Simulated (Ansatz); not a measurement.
# GeH4 (SMILES [H][Ge]([H])([H])[H]) at r2SCAN0/STO-3G

What is the electronic atomisation energy of GeH4 at r2SCAN0/STO-3G? 

The results are computed with Ansatz 0.2.0.

30 further runs of the same task are left out: 2 that didn't finish, 28 set aside as unsound or not needed.

**1. The molecule**

GeH4 has 5 atoms, charge 0, and is taken as a singlet. SMILES: `[H][Ge]([H])([H])[H]`. The shape comes from GFN2-xTB, which is rough for such elements, and wasn't checked as a minimum.

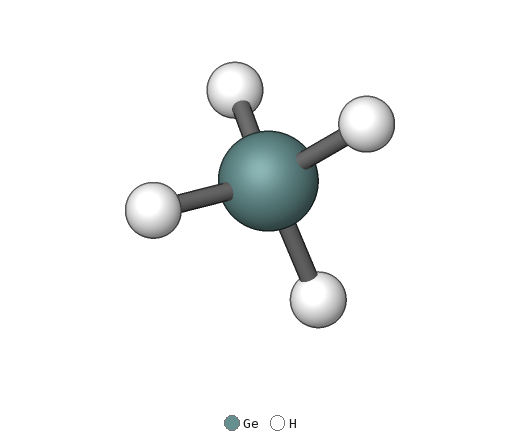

Viewed from a chosen angle; germanium teal, hydrogen white.

**2. A single-point energy at r2SCAN0/STO-3G**

File job.yaml:

```yaml
crystal:
  periodic: [false, false, false]
  atoms:
    - {symbol: Ge, position_ang: [0.000120, 0.000440, -0.000220]}
    - {symbol: H, position_ang: [0.011480, -0.018150, 1.481920]}
    - {symbol: H, position_ang: [1.394900, 0.010030, -0.503500]}
    - {symbol: H, position_ang: [-0.707610, 1.213950, -0.473620]}
    - {symbol: H, position_ang: [-0.698890, -1.206270, -0.504580]}
basis:
  gaussian:
    orbitals: STO-3G
accuracy: high
hamiltonian:
  xc: {name: r2SCAN0}
```

On the command line:

```bash
ansatz run job.yaml --threads 1 --pin off --max-ram 2610MiB --events-out events.jsonl --progress --plain --runs-dir runs
```

Log:

```text
Warning: RAYON_NUM_THREADS=1 ignored (pool sized by the plan → 1); use --threads N
Functional definition: r2SCAN0
  name "r2SCAN0"
  parameter a = 0.25
  parameter k0 = 0.174
  parameter k1 = 0.065
  parameter a1 = 4.9479
  exchange = (1 - a)*r2scan_x(k0 = k0, k1 = k1, a1 = a1) + a*exact_x
  correlation = r2scan_c
290 factors; integrals over basis functions are off by at most 7.8e-9 eV
mean field evaluation 1: about -55934.4924 eV, gradient 1.4e1 eV
mean field evaluation 2: about -55934.9123 eV, gradient 6.7e0 eV
mean field evaluation 4: about -55935.0670 eV, gradient 1.3e-1 eV
mean field evaluation 8: about -55935.0369 eV, gradient 6.2e-4 eV
mean field -55935.03685495 eV, -2055.5746902898 hartree, gradient 1.2e-8 eV, S^2 0.000000; 0 other end points of the search recorded, 0 dependent functions left out
reference -55935.03685525 eV, -2055.5746903007 hartree; 18, 18 occupied and 4, 4 virtual orbitals, 290 factors
Total energy: -55935.03685525 eV, -2055.5746903007 hartree
```

Run time: 1.6 s. Hardware: 1 thread of Intel Xeon Platinum 8375C at 2.90GHz (Ice Lake), shared host; peak memory 0.14 GiB.

**3. The Ge atom, same level**

File run.yaml:

```yaml
basis:
  gaussian: {orbitals: STO-3G}
crystal:
  periodic: [false, false, false]
  atoms:
    - {symbol: Ge, position_ang: [0.000000, 0.000000, 0.000000]}
magnetization: {spin_polarized: true, initial_magnetization: 2}
hamiltonian: {xc: {name: r2SCAN0}}
accuracy: high
```

On the command line:

```bash
ansatz run run.yaml --threads 1 --pin off --max-ram 2610MiB --events-out events.jsonl --progress --plain --runs-dir runs
```

Log:

```text
Warning: RAYON_NUM_THREADS=1 ignored (pool sized by the plan → 1); use --threads N
[... 8 set-up lines as earlier in the session ...]
138 factors; integrals over basis functions are off by at most 4.5e-9 eV
mean field evaluation 1: about -55864.3428 eV, gradient 2.8e-1 eV
mean field evaluation 2: about -55864.3430 eV, gradient 1.1e-2 eV
mean field evaluation 4: about -55864.3363 eV, gradient 3.0e-4 eV
mean field evaluation 8: about -55864.3363 eV, gradient 1.7e-6 eV
mean field evaluation 16: about -55864.3363 eV, gradient 9.8e-8 eV
mean field evaluation 32: about -55864.4330 eV, gradient 6.2e-8 eV
mean field evaluation 64: about -55864.4097 eV, gradient 2.8e-1 eV
mean field -55864.43304408 eV, -2052.9800480971 hartree, gradient 6.2e-8 eV, S^2 2.128229; 8 other end points of the search recorded, 0 dependent functions left out
reference -55864.43304451 eV, -2052.9800481131 hartree; 17, 15 occupied and 1, 3 virtual orbitals, 138 factors
Total energy: -55864.43304451 eV, -2052.9800481131 hartree
```

Run time: 6 s. Hardware: 1 thread of Intel Xeon Platinum 8375C at 2.90GHz (Ice Lake), shared host; peak memory 0.15 GiB.

**4. The H atom at the same level**

File job.yaml:

```yaml
crystal:
  periodic: [false, false, false]
  atoms:
    - {symbol: H, position_ang: [0.000000, 0.000000, 0.000000]}
basis:
  gaussian: {orbitals: STO-3G}
magnetization: {spin_polarized: true, initial_magnetization: 1}
hamiltonian: {xc: {name: r2SCAN0}}
accuracy: high
```

Run the same way, it converges to -0.46649 Eh (log not shown).

**5. Results**

Level: r2SCAN0/STO-3G.

| quantity | value |
| --- | --- |
| molecule: total energy | -2055.57469 Eh |
| Ge atom: total energy | -2052.98005 Eh |
| Ge atom: ⟨S²⟩ | 2.128 |
| H atom: total energy | -0.46649 Eh |
| H atom: ⟨S²⟩ | 0.750 |
| electronic atomisation energy | 19.828 eV |

What this shows: Taking the molecule apart into free atoms costs 19.83 eV (1913 kJ/mol), before zero-point energy and without spin-orbit coupling. In a minimal basis such a difference can be off by several eV, whatever the method. ⟨S²⟩ (Ge atom) is 2.13 where a pure triplet has 2.00: the reference is spin-contaminated.
